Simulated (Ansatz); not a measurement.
**AlCl₃H₃P: how energies converge with the basis set**

How large a basis does AlCl₃H₃P need? Two functionals are run in growing sets.

Computed with Ansatz 0.2.0, Gaussian basis. Level: one geometry, several basis sets.

Plan: PBE0-D4/def2-SVP; ωB97M-V/def2-SVP; PBE0-D4/def2-QZVPP; ωB97M-V/def2-QZVPP; the functionals' def2-TZVPP values are taken from earlier runs.

### 1 The relaxed structure

An earlier PBE0-D4 in a triple-zeta def2 set relaxation fixed the geometry.

SMILES `[PH3+][Al-]([Cl])([Cl])[Cl]`, 8 atoms, charge 0, spin multiplicity 1.

Atoms are counted from 1 here; the program's logs count them from 0.

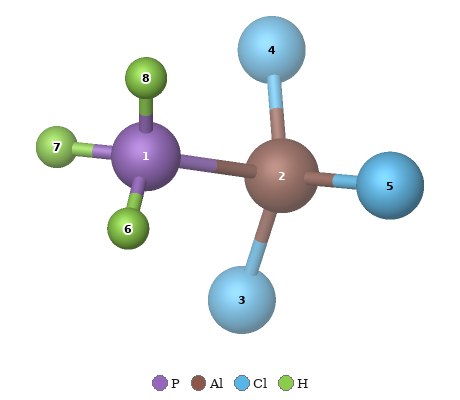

The geometry (phosphorus purple, aluminium brown, chlorine blue, hydrogen green); atoms are numbered from 1 in the order of the file.

### 2 PBE0-D4 in def2-SVP

in.yaml reads:

```yaml
crystal:
  periodic: [false, false, false]
  atoms:
    - {symbol: P, position_ang: [-0.998980, -0.133173, 0.480827]}
    - {symbol: Al, position_ang: [1.217071, 0.143159, -0.588941]}
    - {symbol: Cl, position_ang: [2.373445, -1.098191, 0.658402]}
    - {symbol: Cl, position_ang: [0.774598, -0.575702, -2.518071]}
    - {symbol: Cl, position_ang: [1.462628, 2.223059, -0.370387]}
    - {symbol: H, position_ang: [-1.120432, 0.252199, 1.828431]}
    - {symbol: H, position_ang: [-1.533767, -1.433223, 0.537332]}
    - {symbol: H, position_ang: [-2.082365, 0.564772, -0.083494]}
basis:
  gaussian: {orbitals: def2-SVP}
hamiltonian: {xc: pbe0, dispersion: d4}
output: {orbitals: {seedname: orbitals}}
```

Launch:

```
$ ansatz run in.yaml --threads 4 --pin off --events-out ev --progress --plain --max-ram 10444MiB
```

Log:

```text
Functional definition: PBE0
  name "PBE0"
  cite "Adamo & Barone, J. Chem. Phys. 110, 6158 (1999) doi:10.1063/1.478522"
  cite "Perdew, Burke & Ernzerhof, Phys. Rev. Lett. 77, 3865 (1996) doi:10.1103/PhysRevLett.77.3865"
  parent pbe
  parameter a = 0.25
  parameter kappa = 0.804
  parameter beta = 0.06672455060314922
  exchange = (1 - a)*pbe_x(kappa = kappa, mu = beta*pi^2/3) + a*exact_x
  correlation = pbe_c(beta = beta)
955 factors; integrals over basis functions are off by at most 1.0e-3 eV
mean field evaluation 1: about -53471.9815 eV, gradient 1.8e1 eV
mean field evaluation 2: about -53472.1334 eV, gradient 1.7e1 eV
mean field evaluation 4: about -53472.8555 eV, gradient 3.9e-1 eV
mean field evaluation 8: about -53472.9915 eV, gradient 5.5e-2 eV
mean field evaluation 16: about -53472.9915 eV, gradient 4.1e-6 eV
mean field -53472.99148445 eV, -1965.0961917582 hartree, gradient 4.1e-6 eV, S^2 0.000000; 0 other end points of the search recorded, 0 dependent functions left out
reference -53472.99151353 eV, -1965.0961928269 hartree; 41, 41 occupied and 64, 64 virtual orbitals, 955 factors
Total energy: -53473.25150908 eV, -1965.1057474870 hartree
```

Run time: 1.3 s. Hardware: 4 threads of Arm Neoverse V1, shared host.

### 3 ωB97M-V in def2-SVP

in.yaml: that of step 2 with these lines changed.

```diff
@@ -13,3 +13,3 @@
   gaussian: {orbitals: def2-SVP}
-hamiltonian: {xc: pbe0, dispersion: d4}
+hamiltonian: {xc: {name: wB97M-V}}
 output: {orbitals: {seedname: orbitals}}
```

Launched as before.

Log, shortened:

```text
Functional definition: wB97M-V
  name "wB97M-V"
  cite "Mardirossian & Head-Gordon, J. Chem. Phys. 144, 214110 (2016) doi:10.1063/1.4952647"
  cite "Becke, J. Chem. Phys. 107, 8554 (1997) doi:10.1063/1.475007"
  cite "Vydrov & Van Voorhis, J. Chem. Phys. 133, 244103 (2010) doi:10.1063/1.3521275"
  # Of w^i u^j: cxij and so on, Table III.
[...]
  gx(w, u) = 1 - cx + cx01*u + cx10*w
  gss(w, u) = css00 + css04*u^4 + css10*w + css20*w^2 + css43*w^4*u^3
  gos(w, u) = cos00 + cos10*w + (cos20 + cos21*u)*w^2 + (cos60 + cos61*u)*w^6
[...]
      + integral(e_c_pw_mod_opposite_spin*gos(b97_w_opposite, b97_u_opposite)) + vv10(b, c)
955 factors; integrals over basis functions are off by at most 1.0e-3 eV
284 factors; integrals over basis functions are off by at most 7.1e-6 eV
[...]
mean field -53489.20822845 eV, -1965.6921461079 hartree, gradient 3.7e-5 eV, S^2 0.000000; 0 other end points of the search recorded, 0 dependent functions left out
reference -53489.20827282 eV, -1965.6921477384 hartree; 41, 41 occupied and 64, 64 virtual orbitals, 955 factors
Total energy: -53489.20827282 eV, -1965.6921477384 hartree
```

Wall time 5.5 s (4 threads of Arm Neoverse V1, shared host); peak memory 0.36 GiB.

### 4 PBE0-D4 in def2-QZVPP

in.yaml: that of step 3 with these lines changed.

```diff
@@ -12,4 +12,4 @@
 basis:
-  gaussian: {orbitals: def2-SVP}
-hamiltonian: {xc: {name: wB97M-V}}
+  gaussian: {orbitals: "def2-QZVPP.json"}
+hamiltonian: {xc: pbe0, dispersion: d4}
 output: {orbitals: {seedname: orbitals}}
```

The command is unchanged.

Log:

```text
Functional definition: PBE0
  name "PBE0"
  cite "Adamo & Barone, J. Chem. Phys. 110, 6158 (1999) doi:10.1063/1.478522"
  cite "Perdew, Burke & Ernzerhof, Phys. Rev. Lett. 77, 3865 (1996) doi:10.1103/PhysRevLett.77.3865"
  parent pbe
  parameter a = 0.25
  parameter kappa = 0.804
  parameter beta = 0.06672455060314922
  exchange = (1 - a)*pbe_x(kappa = kappa, mu = beta*pi^2/3) + a*exact_x
  correlation = pbe_c(beta = beta)
2071 factors; their error is unknown
mean field evaluation 1: about -53491.7447 eV, gradient 2.3e1 eV
mean field evaluation 2: about -53492.2068 eV, gradient 2.1e1 eV
mean field evaluation 4: about -53493.0280 eV, gradient 9.1e-1 eV
mean field evaluation 8: about -53493.0949 eV, gradient 3.3e-1 eV
mean field -53493.09489491 eV, -1965.8349784658 hartree, gradient 6.7e-5 eV, S^2 0.000000; 0 other end points of the search recorded, 0 dependent functions left out
reference -53493.09493526 eV, -1965.8349799489 hartree; 41, 41 occupied and 399, 399 virtual orbitals, 2071 factors
Total energy: -53493.35493081 eV, -1965.8445346090 hartree
```

It took 12 s on 4 threads of Arm Neoverse V1, shared host; peak memory 2.2 GiB.

### 5 ωB97M-V in def2-QZVPP

in.yaml: that of step 4 with these lines changed.

```diff
@@ -13,3 +13,3 @@
   gaussian: {orbitals: "def2-QZVPP.json"}
-hamiltonian: {xc: pbe0, dispersion: d4}
+hamiltonian: {xc: {name: wB97M-V}}
 output: {orbitals: {seedname: orbitals}}
```

The command is unchanged.

Log, shortened:

```text
Functional definition: wB97M-V
  name "wB97M-V"
  cite "Mardirossian & Head-Gordon, J. Chem. Phys. 144, 214110 (2016) doi:10.1063/1.4952647"
  cite "Becke, J. Chem. Phys. 107, 8554 (1997) doi:10.1063/1.475007"
  cite "Vydrov & Van Voorhis, J. Chem. Phys. 133, 244103 (2010) doi:10.1063/1.3521275"
  # Of w^i u^j: cxij and so on, Table III.
[...]
  gx(w, u) = 1 - cx + cx01*u + cx10*w
  gss(w, u) = css00 + css04*u^4 + css10*w + css20*w^2 + css43*w^4*u^3
  gos(w, u) = cos00 + cos10*w + (cos20 + cos21*u)*w^2 + (cos60 + cos61*u)*w^6
[...]
      + integral(e_c_pw_mod_opposite_spin*gos(b97_w_opposite, b97_u_opposite)) + vv10(b, c)
1948 factors; their error is unknown
348 factors; integrals over basis functions are off by at most 2.8e-5 eV
[...]
mean field -53509.09011454 eV, -1966.4227919456 hartree, gradient 2.3e-5 eV, S^2 0.000000; 0 other end points of the search recorded, 0 dependent functions left out
reference -53509.09017805 eV, -1966.4227942792 hartree; 41, 41 occupied and 399, 399 virtual orbitals, 1948 factors
Total energy: -53509.09017805 eV, -1966.4227942792 hartree
```

Wall time 25 s (4 threads of Arm Neoverse V1, shared host); peak memory 2.5 GiB.

### 6 Density functionals: the series

The def2-TZVPP values come from earlier runs at the same geometry.

```
functional       basis  functions  energy (eV)  from the largest (eV)  HOMO (eV)  LUMO (eV)
   PBE0-D4    def2-SVP        105  -53473.2515                 20.103      -8.42      -0.49
   PBE0-D4  def2-TZVPP        252  -53491.7454                  1.610      -8.63      -0.79
   PBE0-D4  def2-QZVPP        440  -53493.3549                  0.000      -8.68      -0.85
   ωB97M-V    def2-SVP        105  -53489.2083                 19.882     -10.61       1.50
   ωB97M-V  def2-TZVPP        252  -53507.5535                  1.537     -10.89       1.16
   ωB97M-V  def2-QZVPP        440  -53509.0902                  0.000     -10.95       0.71
```

### 7 Results

```
                                       quantity           value
PBE0-D4: double and triple zeta above quadruple  20.10, 1.61 eV
ωB97M-V: double and triple zeta above quadruple  19.88, 1.54 eV
```

PBE0-D4 gains 18.49 eV from double to triple zeta, then 1.61 eV more. Total energies overstate the basis error of differences, where much of it tends to cancel. The LUMO of ωB97M-V is positive and keeps falling with the basis (1.50 to 0.71 eV): an unbound level that the basis holds in place.

For PBE0-D4 the largest set took about 9 times as long as the smallest (12 s against 1.3 s).
